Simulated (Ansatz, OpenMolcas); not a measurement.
**How methods differ on CH4BFOSi (SMILES O=CB[SiH2]F)**

The species is CH4BFOSi (9 atoms), meant as a singlet with charge 0. As SMILES, `O=CB[SiH2]F`. Geometry: relaxed at PBE0-D4/def2-TZVP. This is one conformer, not always the lowest.

```tsv
atom	x (Å)	y (Å)	z (Å)
O	-0.7895	0.7804	1.7038
C	-0.1283	1.4421	0.9104
B	0.6281	0.1887	0.4958
Si	-0.0772	-1.0076	-0.9450
F	-1.3608	-0.3492	-1.6597
H	-0.2624	2.5250	0.7785
H	1.6087	-0.0849	1.1217
H	0.9640	-1.2026	-1.9919
H	-0.4942	-2.3381	-0.4309
```

Quantity: the vertical ionisation energy (to the doublet cation), in eV. The values are calculated.

```
             level                    kind     program  value (eV)
    SVWN5/def2-SVP                     LDA      Ansatz       10.07
     BLYP/def2-SVP                     GGA      Ansatz        9.78
     TPSS/def2-SVP                meta-GGA  OpenMolcas        9.99
   r2SCAN/def2-SVP                meta-GGA      Ansatz       10.09
     PBE0/def2-SVP           global hybrid      Ansatz       10.30
CAM-B3LYP/def2-SVP  range-separated hybrid      Ansatz       10.46
 RPA@PBE0/def2-SVP                     RPA      Ansatz       10.35
      MP2/def2-SVP     perturbation theory      Ansatz       10.92
     CCSD/def2-SVP   coupled cluster or CI      Ansatz       10.36
```

The values span 9.78 to 10.92 eV.

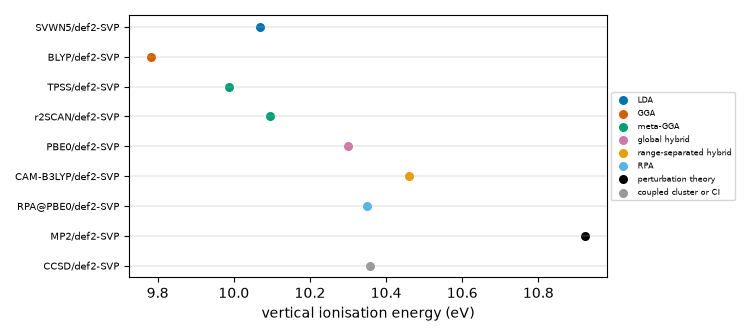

The values of the table, level by level.
